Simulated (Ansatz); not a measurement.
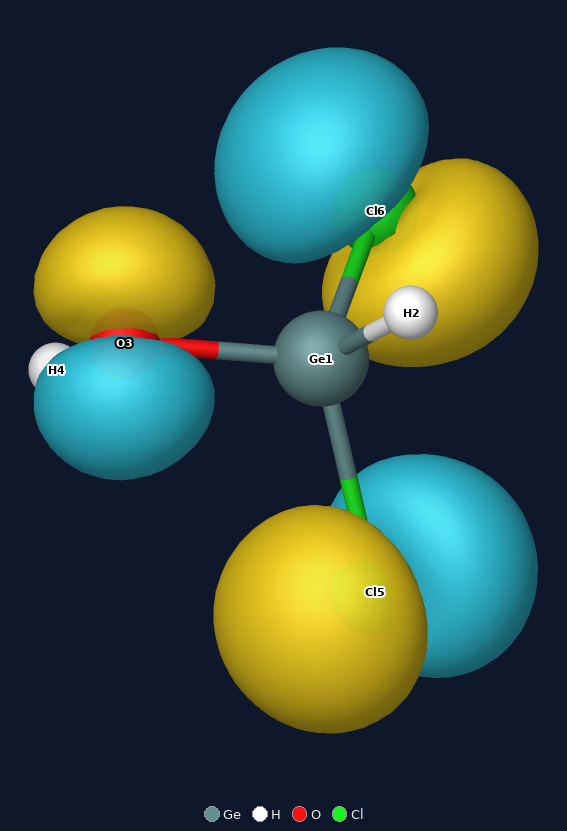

Cl2GeH2O. The HOMO at ±0.1 Å⁻³ᐟ² (yellow and cyan are the two phases), seen at a tilt.

Method: RKS BLYP/def2-SVPD in Ansatz.

```xyz
6

Ge    0.1723   -0.0882    0.4210
H    -0.1960    0.1159    1.8984
O     1.9476   -0.3317    0.3524
H     2.3038   -0.4716   -0.5459
Cl   -0.4044    1.6588   -0.7885
Cl   -0.8700   -1.8353   -0.4211
```

Describe this orbital and give its energy.

Answer. By Hirshfeld shares it lies mainly on Cl5 (about 35 %), Cl6 (about 35 %) and O3 (about 20 %); largely a combination of lone pairs on Cl5, Cl6 and O3. Its energy is −7.68 eV.
